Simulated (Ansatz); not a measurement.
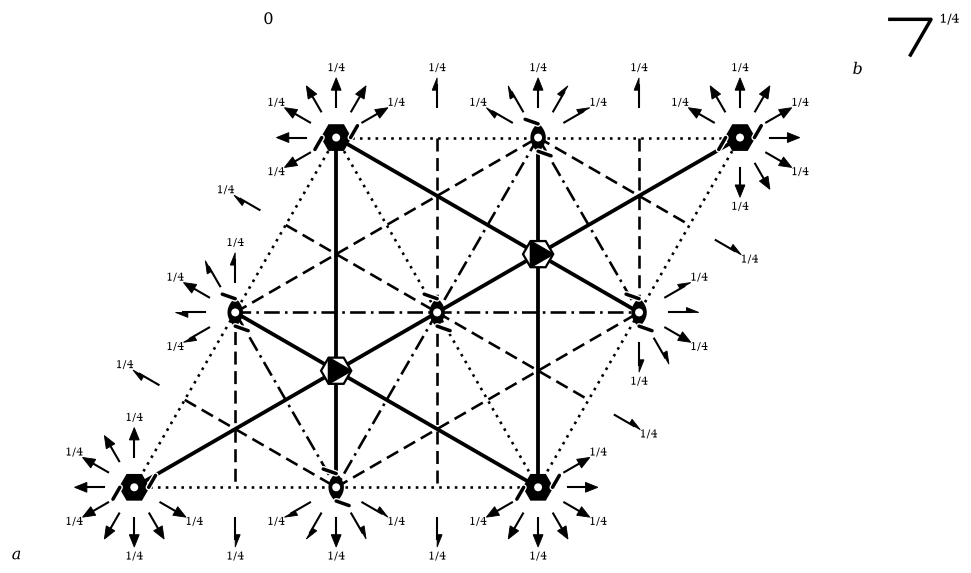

Symmetry elements of a space group, projected down c, computed from the operations of a computed or model structure of composition Co.

Graphical symbols as in the International Tables (origin upper left, heights as fractions; handed screw axes are marked by their printed symbols).

### Give the Hermann–Mauguin symbol and number.

P6_3/mmc, No. 194; primitive hexagonal, point group 6/mmm, 24 general positions a cell.

### List the elements shown.

−6 axes along c at (1/3, 2/3), (2/3, 1/3); 6₃ axes along c at (0, 0); 2₁ axes along c at (0, 1/2), (1/2, 0), (1/2, 1/2); inversion centres at (0, 0), (0, 1/2), (1/2, 0), (1/2, 1/2); mirror planes holding c and [1 2 0] or [2 1 0] or [−1 1 0]; in-plane glide planes holding c and [1 2 0] or [2 1 0] or [−1 1 0]; c glide planes normal to a*, at x = 0; n glide planes normal to a*, at x = 1/2; c glide planes normal to b*, at y = 0; n glide planes normal to b*, at y = 1/2; c glide planes holding c and [1 1 0]; diagonal glide planes holding c and [1 1 0]; a mirror plane normal to c at height 1/4; 2 axes along [1 1 0] at height 0; 2 axes along [1 2 0] at height 1/4; 2 axes along [2 1 0] at height 1/4; 2 axes along [−1 1 0] at height 1/4; 2 axes along a at height 0; 2 axes along b at height 0; 2₁ axes along [1 1 0] at height 0; 2₁ axes along [1 2 0] at height 1/4; 2₁ axes along [2 1 0] at height 1/4; 2₁ axes along [−1 1 0] at height 1/4; 2₁ axes along a at height 0; 2₁ axes along b at height 0. Heights repeat every half period; positions are (a, b) fractions, modulo 1.

### Write the general positions (in any order).

x, y, z; −x, −y, −z; x−y, x, z+1/2; −x+y, −x, −z+1/2; −y, x−y, z; y, −x+y, −z; −x, −y, z+1/2; x, y, −z+1/2; −x+y, −x, z; x−y, x, −z; y, −x+y, z+1/2; −y, x−y, −z+1/2; −y, −x, −z+1/2; y, x, z+1/2; −x, −x+y, −z; x, x−y, z; −x+y, y, −z+1/2; x−y, −y, z+1/2; y, x, −z; −y, −x, z; x, x−y, −z+1/2; −x, −x+y, z+1/2; x−y, −y, −z; −x+y, y, z
